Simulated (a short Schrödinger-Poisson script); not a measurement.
System: gated In0.52Al0.48As/In0.53Ga0.47As δ-doped gas in a quantum well, at 300 K.

```tsv
layer	material	thickness (nm)	Na (cm⁻³)
1	In0.52Al0.48As	30	-
2	In0.52Al0.48As	3	-
3	In0.53Ga0.47As	8	-
4	In0.52Al0.48As	4000	2e15
```

The device is made up for the run: typed textbook-type constants, with dimensions and the other settings drawn at random. In0.52Al0.48As: permittivity 12.5, conduction-band edge (eV) 0.52, gap (eV) 1.45, electron mass (mₑ) 0.075, Nv at 300 K (cm⁻³) 1.1e19. In0.53Ga0.47As: permittivity 13.9, conduction-band edge (eV) 0, gap (eV) 0.74, Nv at 300 K (cm⁻³) 7.7e18.

Channel valleys (confinement mass, in-plane density-of-states mass, number): Γ 0.041, 0.041, 1. At the gate the conduction-band edge of layer 1 lies 0.85 eV − eVg above the Fermi level of the channel; the field vanishes at the back. Sheet of ionised δ-doping: +5.2e12 e/cm² at 30 nm from the gate. The barrier under the gate holds no holes. Gaps are held at their typed values at every temperature. Mesh 0.08 nm at interfaces.

Solved with a short Schrödinger-Poisson script written for these runs: 1D Poisson equation in equilibrium, electrons quantum, Hartree (BenDaniel-Duke, 40 states a valley, the channel's in-plane mass for all, wave functions free to enter the barrier), parabolic valleys, classical holes, full ionisation, no traps, pinning or gate leakage.

Only gate voltages with over 1e8 electrons/cm² are shown.

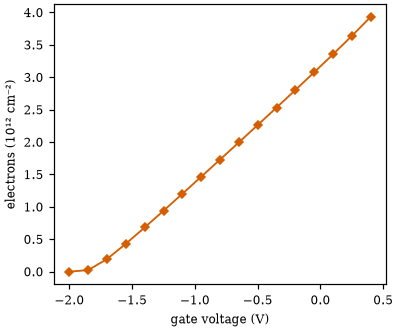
Fig. 1. Sheet density against gate voltage

```csv
Vg (V),electrons (cm⁻²),in the channel layer,C (μF/cm²),Γ E0 (meV),Γ E1 (meV)
0.4,3.93e12,3.54e12,0.325,-203.5,-8.9
0.1,3.35e12,3.12e12,0.300,-183.6,13.6
-0.2,2.80e12,2.64e12,0.292,-158.6,40.1
-0.5,2.26e12,2.15e12,0.288,-130.3,69.7
-0.8,1.73e12,1.65e12,0.285,-100.0,101.4
-1.1,1.20e12,1.15e12,0.282,-68.3,134.6
-1.4,6.83e11,6.56e11,0.275,-33.6,170.9
-1.7,1.95e11,1.88e11,0.238,15.3,221.7
-2,1.60e8,1.54e8,0.0179,204.9,412.2
```

Subbands count from the Fermi level.

Above a few 1e12 electrons/cm² a light Γ valley is non-parabolic and upper valleys begin to fill, which the model leaves out.
